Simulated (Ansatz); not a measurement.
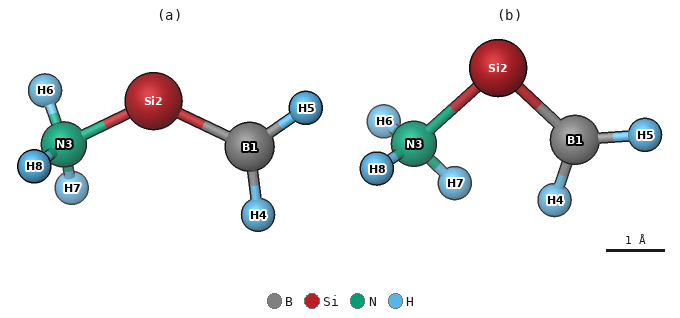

The structure of BSiNH5 (charge −1) before (left) and after (right) a relaxation, at one scale.

A ball-and-stick model, seen at a tilt.

It is one of the separated reactants of a reaction.

Method: RKS PBE-D4/def2-SVPD (Ansatz 0.2.0).

Input file:
```yaml
crystal:
  periodic: [false, false, false]
  atoms:
    - {symbol: B, position_ang: [-1.179385, 0.772313, -0.738202]}
    - {symbol: Si, position_ang: [0.370377, 0.452075, 0.224147]}
    - {symbol: N, position_ang: [1.002342, -1.136180, 0.762753]}
    - {symbol: H, position_ang: [-1.847345, -0.127792, -1.197633]}
    - {symbol: H, position_ang: [-1.528445, 1.915525, -0.930793]}
    - {symbol: H, position_ang: [1.472750, -0.633293, 1.515229]}
    - {symbol: H, position_ang: [0.253219, -1.807455, 0.874144]}
    - {symbol: H, position_ang: [1.677098, -1.547801, 0.131276]}
basis:
  gaussian: {orbitals: def2-SVPD}
total_charge: -1
hamiltonian: {xc: pbe, dispersion: d4}
relax: {f_tol: 0.03, max_steps: 250}
```

Launched with:
```bash
ansatz run in.yaml --threads 2 --pin off --events-out ev --progress --plain --max-ram 4352MiB
```

Describe what moved and what it gained.

Answer. The energy falls by 33.6 kcal/mol in 9 accepted moves (10 points after the start). Largest force component: 5 eV/Å at the start, 0.026 eV/Å at the end. The line search rejected the trial step at point 6 of the run. The largest move after the best rigid fit is that of H4, 0.90 Å. By element the largest moves are H 0.90 Å, Si 0.77 Å, B 0.28 Å, N 0.19 Å. Some distances before and after: Si2–N3 1.792 → 2.156 Å, B1–Si2 1.852 → 1.907 Å, B1–H4 1.211 → 1.262 Å, N3–H7 1.012 → 1.039 Å. Bond angles that change, for instance: B1–Si2–N3 127.2° → 87.8°, Si2–N3–H6 87.0° → 115.3°, Si2–N3–H7 111.1° → 93.7°. Groups turn about Si2–N3 by about 25°.
